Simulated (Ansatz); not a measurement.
**C$_{2}$H$_{8}$GeS (SMILES [CH3][GeH]([CH3])[SH]): density, localisation and related maps**

Input file:

```
crystal:
  periodic: [false, false, false]
  atoms:
    - {symbol: C, position_ang: [-0.728217, 1.016250, -1.291494]}
    - {symbol: Ge, position_ang: [-0.449888, -0.140892, 0.249948]}
    - {symbol: C, position_ang: [1.348557, 0.035014, 0.983959]}
    - {symbol: S, position_ang: [-0.753899, -2.216458, -0.527693]}
    - {symbol: H, position_ang: [-1.734048, 0.883701, -1.690765]}
    - {symbol: H, position_ang: [-0.600755, 2.060884, -1.002124]}
    - {symbol: H, position_ang: [-0.004745, 0.778562, -2.072672]}
    - {symbol: H, position_ang: [-1.501156, 0.132932, 1.347149]}
    - {symbol: H, position_ang: [1.510128, 1.052405, 1.346657]}
    - {symbol: H, position_ang: [1.490941, -0.657088, 1.814733]}
    - {symbol: H, position_ang: [2.085706, -0.189284, 0.212073]}
    - {symbol: H, position_ang: [-0.585625, -2.811226, 0.664329]}
basis:
  gaussian: {orbitals: def2-TZVPP}
hamiltonian: {xc: pbe0, dispersion: d4}
output: {orbitals: {seedname: orbitals}}
```

Command:

```sh
ansatz run in.yaml --threads 4 --pin off --events-out ev --progress --plain --max-ram 10444MiB
```

Geometry: PBE0-D4/def2-TZVP.

Theory: Ansatz 0.2.0, RKS PBE0-D4/def2-TZVPP.

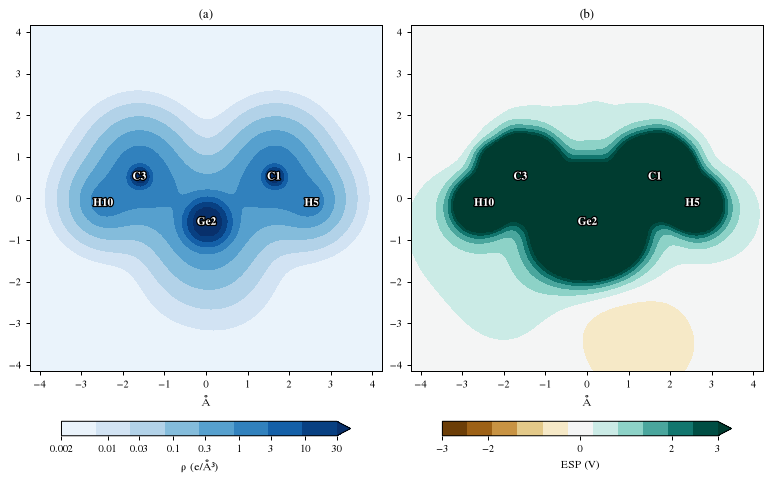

Figure 1. (a) total electron density; (b) electrostatic potential on the plane of atoms C1, Ge2 and C3.

What do the fields say about this system?

The plane passes through C, Ge and H nuclei.
C–Ge (1.95 Å): ρ is about 0.89 e/Å³ halfway.
C–H (1.09 Å): the density is about 2 e/Å³ at the midpoint.
Outside the dense part of the molecule the potential is most negative (−0.5 V) near S4, which lies off the plane.

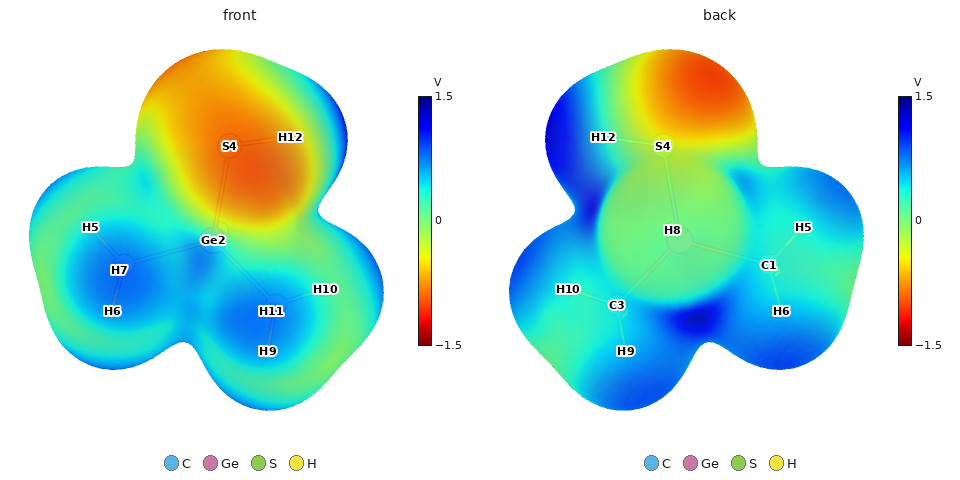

Figure 2. The molecular electrostatic potential painted on the density surface at 0.002 e/bohr³, seen from the front and from behind; red is negative and blue positive.

Which sites attract a positive test charge, and which a negative one?

A positive charge is drawn to the negative regions and a negative charge to the positive ones. The most negative region (about −1.0 V, or −23 kcal/mol for a unit charge) lies over S4, the most positive (about +1.2 V, or +28 kcal/mol for a unit charge) over Ge2 and H12.

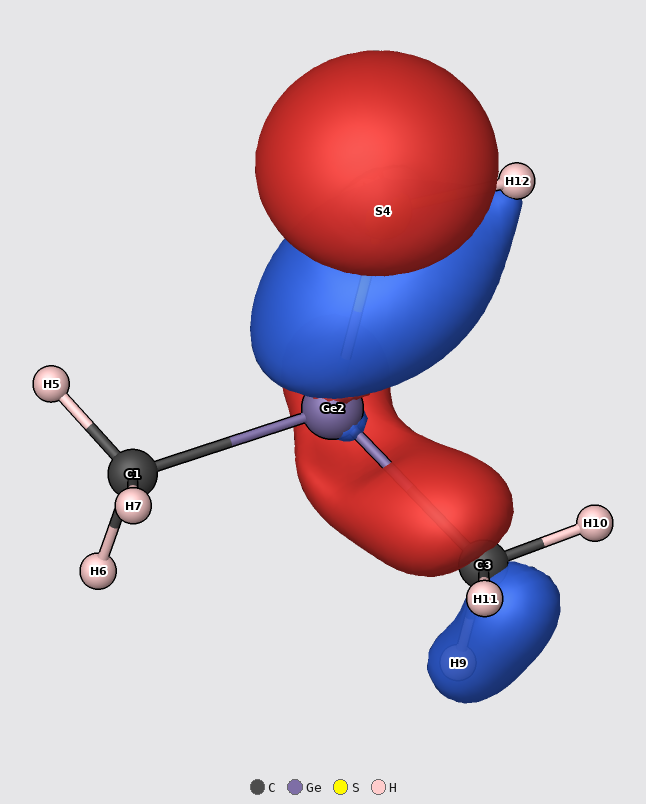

Figure 3. The HOMO−1 at ±0.15 Å⁻³ᐟ² (red and blue are the two phases), seen across its widest extent.

Where does this orbital lie, and at what energy?

By Hirshfeld shares it lies mainly on S4 (about 55 %), Ge2 (about 20 %) and C3 (about 10 %). Its energy is −8.55 eV.

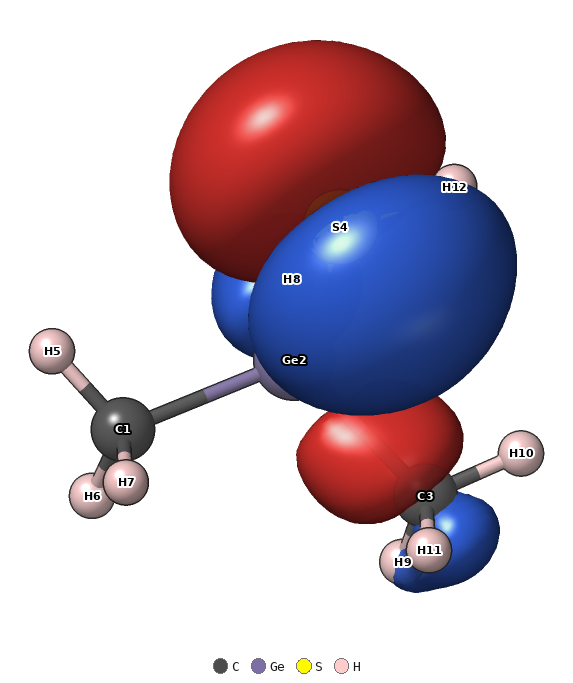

Figure 4. The HOMO at ±0.08 Å⁻³ᐟ² (red and blue are the two phases), seen at a tilt.

What is the character of this orbital?

It lies mainly on S4 (about 80 %) and Ge2 (about 10 %); largely a lone pair of S4. Its energy is −7.00 eV.
